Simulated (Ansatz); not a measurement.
**Run report: C₃H₉GeN, geometry relaxation (part 1 of 2)**

C₃H₉GeN, SMILES C=CC[NH][GeH3], computed with RKS PBE-D4/def2-SVP (Ansatz 0.2.0).

The geometry: force-field start. Figures and captions count atoms from 1; the log counts them from 0 in places.

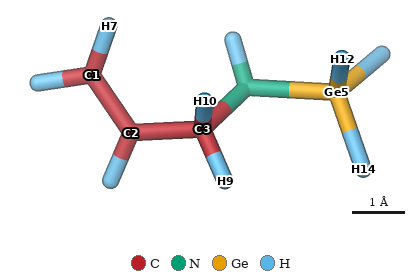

Fig. 1: The input geometry (stick view, seen at a tilt; atoms are numbered from 1 in the order of the input). Sticks mark near contacts. Bond lengths as drawn: C–C 1.37 to 1.48 Å, C–H 1.05 to 1.14 Å, C–N 1.51 Å, Ge–H 1.50 to 1.59 Å, Ge–N 1.85 Å and H–N 0.96 Å.

Input:
```yaml
crystal:
  periodic: [false, false, false]
  atoms:
    - {symbol: C, position_ang: [0.237600, 0.249500, -2.453000]}
    - {symbol: C, position_ang: [-0.787100, 0.308800, -1.549600]}
    - {symbol: C, position_ang: [-0.518000, 0.452100, -0.096400]}
    - {symbol: N, position_ang: [0.219200, -0.758500, 0.419900]}
    - {symbol: Ge, position_ang: [0.365400, -0.620400, 2.257800]}
    - {symbol: H, position_ang: [-0.058800, 0.222000, -3.518900]}
    - {symbol: H, position_ang: [1.259400, 0.375100, -2.171400]}
    - {symbol: H, position_ang: [-1.779300, 0.269600, -1.881000]}
    - {symbol: H, position_ang: [-1.443800, 0.639300, 0.489900]}
    - {symbol: H, position_ang: [0.175100, 1.334800, 0.107600]}
    - {symbol: H, position_ang: [1.099000, -0.833200, 0.043900]}
    - {symbol: H, position_ang: [1.239600, 0.647000, 2.609600]}
    - {symbol: H, position_ang: [1.029400, -1.850500, 2.801500]}
    - {symbol: H, position_ang: [-1.050500, -0.464700, 2.969000]}
basis:
  gaussian: {orbitals: def2-SVP}
hamiltonian: {xc: pbe, dispersion: d4}
relax: {f_tol: 0.03, max_steps: 200}
```

Hardware: 4 threads of Intel Xeon @ 2.50GHz, 31 GiB of memory available, shared host.

Launched with:
```bash
ansatz run in.yaml --threads 4 --pin off --events-out ev --progress --plain --max-ram 11315MiB
```

The program's output:
```
Functional definition: PBE
  name "PBE"
  cite "Perdew, Burke & Ernzerhof, Phys. Rev. Lett. 77, 3865 (1996) doi:10.1103/PhysRevLett.77.3865"
  parent pbe
  parameter kappa = 0.804
  parameter beta = 0.06672455060314922
  exchange = pbe_x(kappa = kappa, mu = beta*pi^2/3)
  correlation = pbe_c(beta = beta)
1519 factors; their error is unknown
mean field evaluation 1: about -61227.0547 eV, gradient 7.1e1 eV
mean field evaluation 2: about -61179.9569 eV, gradient 1.5e2 eV
mean field evaluation 4: about -61238.3190 eV, gradient 1.5e1 eV
mean field evaluation 8: about -61238.8677 eV, gradient 1.6e-1 eV
mean field evaluation 16: about -61238.7773 eV, gradient 3.2e-3 eV
mean field -61238.77732352 eV, -2250.4835575053 hartree, gradient 2.1e-5 eV, S^2 0.000000; 0 other end points of the search recorded, 0 dependent functions left out
the calculation of the forces begins
reference -61238.77736413 eV, -2250.4835589975 hartree; 33, 33 occupied and 100, 100 virtual orbitals, 1519 factors
relax step   1: F+E_penalty+E_count = -61239.06504222 eV  Δ(F+E_penalty+E_count) = +0.000e0 eV  max|allowed force component| = 4.426e0 eV/Å  Δτ_max = 0.0000 Å  (30 SCF iters, accepted)
these checks for a lower state are left out or cut short: starts, cluster_reference, orbital_swaps, neighbouring_geometries, increment
1519 factors; their error is unknown
mean field -61239.14042902 eV, -2250.4969013862 hartree, gradient 1.1e-5 eV, S^2 0.000000; 0 other end points of the search recorded, 0 dependent functions left out
[... from here on the field's lines of each further geometry are left out, up to the last ...]
relax step   2: F+E_penalty+E_count = -61239.42182501 eV  Δ(F+E_penalty+E_count) = -3.568e-1 eV  max|allowed force component| = 1.257e0 eV/Å  Δτ_max = 0.1956 Å  (37 SCF iters, accepted)
relax step   3: F+E_penalty+E_count = -61239.54252622 eV  Δ(F+E_penalty+E_count) = -1.207e-1 eV  max|allowed force component| = 9.744e-1 eV/Å  Δτ_max = 0.1245 Å  (31 SCF iters, accepted)
relax step   4: F+E_penalty+E_count = -61239.60105696 eV  Δ(F+E_penalty+E_count) = -5.853e-2 eV  max|allowed force component| = 5.542e-1 eV/Å  Δτ_max = 0.2000 Å  (30 SCF iters, accepted)
relax step   5: F+E_penalty+E_count = -61239.64001471 eV  Δ(F+E_penalty+E_count) = -3.896e-2 eV  max|allowed force component| = 3.958e-1 eV/Å  Δτ_max = 0.2000 Å  (29 SCF iters, accepted)
relax step   6: F+E_penalty+E_count = -61239.66225064 eV  Δ(F+E_penalty+E_count) = -2.224e-2 eV  max|allowed force component| = 3.922e-1 eV/Å  Δτ_max = 0.1274 Å  (30 SCF iters, accepted)
relax step   7: F+E_penalty+E_count = -61239.67986529 eV  Δ(F+E_penalty+E_count) = -1.761e-2 eV  max|allowed force component| = 3.697e-1 eV/Å  Δτ_max = 0.1121 Å  (30 SCF iters, accepted)
relax step   8: F+E_penalty+E_count = -61239.68423302 eV  Δ(F+E_penalty+E_count) = -4.368e-3 eV  max|allowed force component| = 8.801e-1 eV/Å  Δτ_max = 0.2000 Å  (28 SCF iters, accepted)
relax step   9: F+E_penalty+E_count = -61239.70782815 eV  Δ(F+E_penalty+E_count) = -2.360e-2 eV  max|allowed force component| = 1.965e-1 eV/Å  Δτ_max = 0.1998 Å  (30 SCF iters, accepted)
relax step  10: F+E_penalty+E_count = -61239.71098080 eV  Δ(F+E_penalty+E_count) = -3.153e-3 eV  max|allowed force component| = 1.586e-1 eV/Å  Δτ_max = 0.0775 Å  (31 SCF iters, accepted)
relax step  11: F+E_penalty+E_count = -61239.70761446 eV  Δ(F+E_penalty+E_count) = +3.366e-3 eV  max|allowed force component| = 3.918e-1 eV/Å  Δτ_max = 0.1763 Å  (30 SCF iters, rejected (line search))
relax step  12: F+E_penalty+E_count = -61239.71773667 eV  Δ(F+E_penalty+E_count) = -6.756e-3 eV  max|allowed force component| = 1.342e-1 eV/Å  Δτ_max = 0.0861 Å  (30 SCF iters, accepted)
relax step  13: F+E_penalty+E_count = -61239.71888386 eV  Δ(F+E_penalty+E_count) = -1.147e-3 eV  max|allowed force component| = 1.537e-1 eV/Å  Δτ_max = 0.0502 Å  (31 SCF iters, accepted)
relax step  14: F+E_penalty+E_count = -61239.71289485 eV  Δ(F+E_penalty+E_count) = +5.989e-3 eV  max|allowed force component| = 4.415e-1 eV/Å  Δτ_max = 0.0798 Å  (32 SCF iters, rejected (line search))
the calculation of the forces begins
reference -61239.44478366 eV, -2250.5080862131 hartree; 33, 33 occupied and 100, 100 virtual orbitals, 1519 factors
relax step  15: F+E_penalty+E_count = -61239.72001873 eV  Δ(F+E_penalty+E_count) = -1.135e-3 eV  max|allowed force component| = 2.178e-2 eV/Å  Δτ_max = 0.0389 Å  (31 SCF iters, accepted)
1519 factors; their error is unknown
mean field evaluation 128: about -61239.5340 eV, gradient 3.0e-1 eV
```

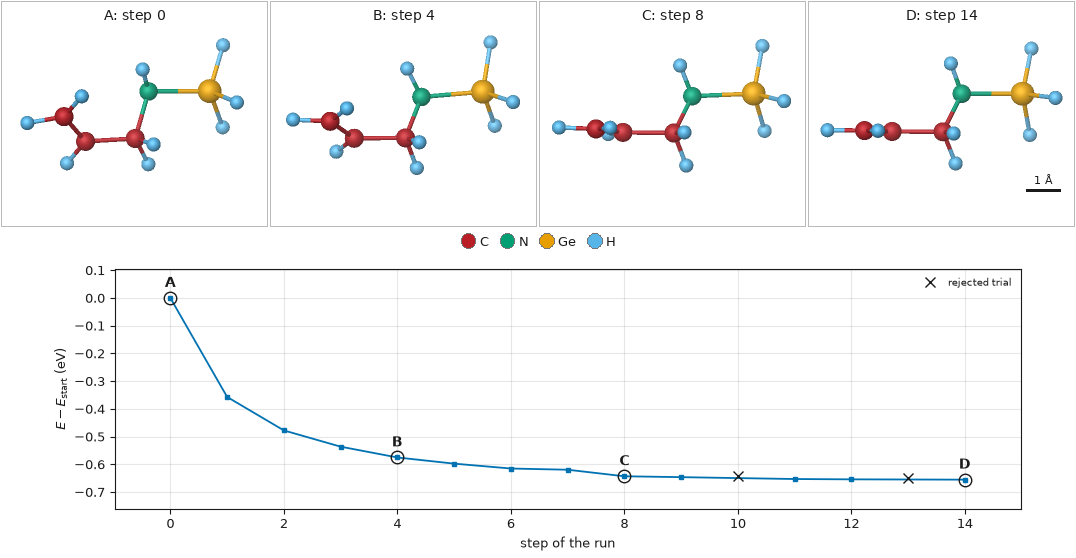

Fig. 2: Frames of the relaxation (ball-and-stick view, seen at a tilt) above the curves, on which the letters mark them (the first geometry is step 0 here and step 1 in the log).

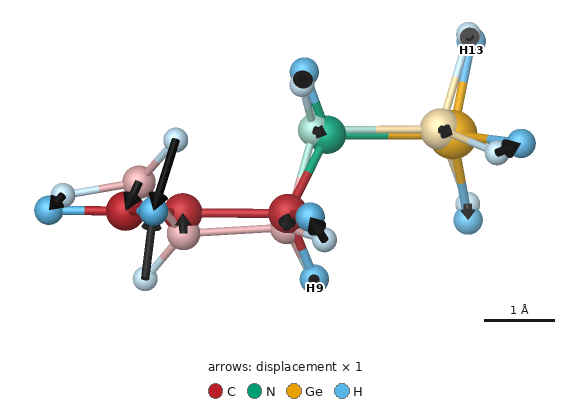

Fig. 3: Start (faint) and end (solid) with the displacements as black arrows, at true length (ball-and-stick view, seen at a tilt). The two geometries are laid on each other by the best rigid fit. The atom that moves furthest after the best rigid fit is H7 (1.15 Å). By element the largest moves are H 1.15 Å, C 0.47 Å, Ge 0.23 Å, N 0.21 Å. Distances before and after: N4–H11 0.960 → 1.026 Å, C2–H8 1.047 → 1.106 Å, Ge5–H13 1.500 → 1.550 Å, C3–N4 1.509 → 1.460 Å. Among the angles that change: C3–N4–Ge5 108.6° → 119.8°, N4–C3–H10 105.2° → 114.5°, C2–C1–H6 115.9° → 121.8°. After 14 geometry steps the energy has fallen by 0.655 eV. Largest force component: 4.4 eV/Å at the start, 0.022 eV/Å at the end. The line search rejected the trial steps at points 10, 13 (counted from 0) and went back. (Atoms are counted from 1 in the order of the input.)

```
mean field -61239.44474198 eV, -2250.5080846813 hartree, gradient 2.3e-5 eV, S^2 0.000000; 1 other end points of the search recorded, 0 dependent functions left out
the calculation of the forces begins
reference -61239.44478366 eV, -2250.5080862131 hartree; 33, 33 occupied and 100, 100 virtual orbitals, 1519 factors
Total energy: -61239.72006041 eV, -2250.5182024471 hartree
Atom 0 at     0.002333     0.586320    -2.671472 Å, force    -0.011898     0.012318    -0.019354 eV/Å
Atom 1 at    -0.580560     0.101588    -1.561899 Å, force    -0.011909    -0.021784    -0.000039 eV/Å
Atom 2 at    -0.195297     0.476744    -0.155907 Å, force     0.003248     0.001359    -0.004345 eV/Å
Atom 3 at     0.164561    -0.710827     0.614191 Å, force     0.001799     0.009375     0.007918 eV/Å
Atom 4 at     0.248046    -0.618661     2.464840 Å, force    -0.003866    -0.006730     0.014179 eV/Å
Atom 5 at    -0.316186     0.272555    -3.678173 Å, force     0.002676    -0.000382     0.007810 eV/Å
Atom 6 at     0.816279     1.329366    -2.613388 Å, force     0.004311    -0.003667     0.004180 eV/Å
Atom 7 at    -1.384249    -0.653696    -1.640383 Å, force     0.014516     0.009208     0.001598 eV/Å
Atom 8 at    -1.073371     0.949681     0.343262 Å, force    -0.003692    -0.002402    -0.002562 eV/Å
Atom 9 at     0.598196     1.266852    -0.190176 Å, force     0.003909    -0.000372     0.000154 eV/Å
Atom 10 at     0.961254    -1.201488     0.192991 Å, force    -0.001340     0.000462    -0.002423 eV/Å
Atom 11 at     1.243399     0.458846     3.011264 Å, force    -0.003097    -0.008281    -0.000212 eV/Å
Atom 12 at     0.682553    -2.022711     2.956608 Å, force    -0.001682     0.009837    -0.006459 eV/Å
Atom 13 at    -1.179758    -0.263669     2.957141 Å, force     0.007026     0.001060    -0.000445 eV/Å
Dipole moment:     0.119512     0.031043    -0.047073 e Å
```

Trajectory as extended XYZ (Å, eV, eV/Å), 15 frames, from step=1 to step=15:
```
14
Properties=species:S:1:pos:R:3:forces:R:3 step=1 energy=-61239.06504
C     0.2376    0.2495   -2.4530   -2.8271   0.3315  -0.0714
C    -0.7871    0.3088   -1.5496    3.1142   0.2748  -0.4602
C    -0.5180    0.4521   -0.0964    1.6731  -0.1308   0.7553
N     0.2192   -0.7585    0.4199   -4.4260   0.5882   1.7454
Ge    0.3654   -0.6204    2.2578   -0.3787   0.7259   0.5611
H    -0.0588    0.2220   -3.5189    0.4603  -0.2131   0.0642
H     1.2594    0.3751   -2.1714    1.2349   0.0190   0.2360
H    -1.7793    0.2696   -1.8810   -2.0478  -0.1908  -0.7122
H    -1.4438    0.6393    0.4899    0.0935  -0.2645  -0.0012
H     0.1751    1.3348    0.1076   -0.7354  -0.0479  -0.3526
H     1.0990   -0.8332    0.0439    3.0729  -0.1952  -1.6666
H     1.2396    0.6470    2.6096   -0.1541  -0.1061   0.0960
H     1.0294   -1.8505    2.8015    0.4510  -0.7574   0.2923
H    -1.0505   -0.4647    2.9690    0.4692  -0.0337  -0.4859
14
Properties=species:S:1:pos:R:3:forces:R:3 step=2 energy=-61239.42182
C     0.2251    0.3884   -2.5023   -1.2140  -1.2567  -1.0306
C    -0.7604    0.3784   -1.5734    0.8797  -0.0347  -0.2723
C    -0.4902    0.5026   -0.1013    0.3501  -0.0918   0.8509
N     0.1214   -0.7369    0.4892   -0.3454   0.6046  -0.2022
Ge    0.4124   -0.6414    2.3295   -0.3371   0.3886   0.0730
H    -0.0431    0.0320   -3.5629    0.4962   0.8375   1.1161
H     1.2865    0.4398   -2.2367    0.2573   0.2416   0.0183
H    -1.7941    0.2231   -1.8948   -0.3061  -0.1288  -0.0850
H    -1.4367    0.6668    0.4555   -0.0440   0.0611  -0.0613
H     0.1295    1.4283    0.0851   -0.0795  -0.2349  -0.0683
H     1.0091   -0.9352    0.0253    0.2092  -0.1021  -0.3398
H     1.2345    0.6322    2.7456    0.0092  -0.1110  -0.0026
H     1.1067   -1.9182    2.8410    0.0623  -0.1222  -0.0740
H    -1.0135   -0.4889    2.9292    0.0623  -0.0511   0.0777
14
Properties=species:S:1:pos:R:3:forces:R:3 step=3 energy=-61239.54253
C     0.2165    0.3130   -2.5141   -0.1671   0.1088  -0.8646
C    -0.7452    0.3159   -1.5686    0.2647  -0.0425  -0.1637
C    -0.4649    0.5128   -0.0984    0.1608  -0.3076   0.4300
N     0.1054   -0.7234    0.5123    0.0940   0.4615  -0.2135
Ge    0.3865   -0.6265    2.3560   -0.0825   0.0726  -0.0139
H    -0.0534    0.1171   -3.6001    0.3476   0.1740   0.9744
H     1.2879    0.5502   -2.2945   -0.4652  -0.1830  -0.0423
H    -1.7915    0.1303   -1.8712    0.0486  -0.1280   0.0427
H    -1.4082    0.7206    0.4512   -0.0290   0.0756  -0.0930
H     0.1756    1.4266    0.0430    0.0105  -0.1503  -0.0481
H     0.9836   -0.9679    0.0282   -0.1675  -0.0231  -0.0160
H     1.2366    0.6194    2.7848   -0.0067  -0.0460   0.0065
H     1.0863   -1.9273    2.8253   -0.0116   0.0011  -0.0605
H    -1.0279   -0.4898    2.9749    0.0034  -0.0129   0.0621
14
Properties=species:S:1:pos:R:3:forces:R:3 step=4 energy=-61239.60106
C     0.1925    0.3584   -2.5369    0.4861   0.1186  -0.5542
C    -0.7200    0.2753   -1.5662   -0.4119  -0.0456   0.5252
C    -0.4251    0.5253   -0.0936    0.0712  -0.0705  -0.3941
N     0.0949   -0.6882    0.5331    0.0199  -0.1273   0.0471
Ge    0.3507   -0.6040    2.3749    0.1202  -0.1773  -0.0782
H    -0.0608    0.1791   -3.6002    0.0524  -0.1062   0.2150
H     1.2495    0.6177   -2.3251   -0.1619   0.1217  -0.0174
H    -1.7458   -0.0578   -1.8209    0.0809   0.0898   0.0591
H    -1.3722    0.8137    0.4126    0.0413   0.0148   0.0626
H     0.2729    1.3954    0.0165   -0.0651   0.0791  -0.1467
H     0.9125   -1.0398    0.0065   -0.2173   0.0771   0.2396
H     1.2144    0.6215    2.8184   -0.0181   0.0304   0.0194
H     1.0703   -1.9159    2.7698    0.0055  -0.0291   0.0458
H    -1.0465   -0.5096    3.0399   -0.0030   0.0244  -0.0233
```
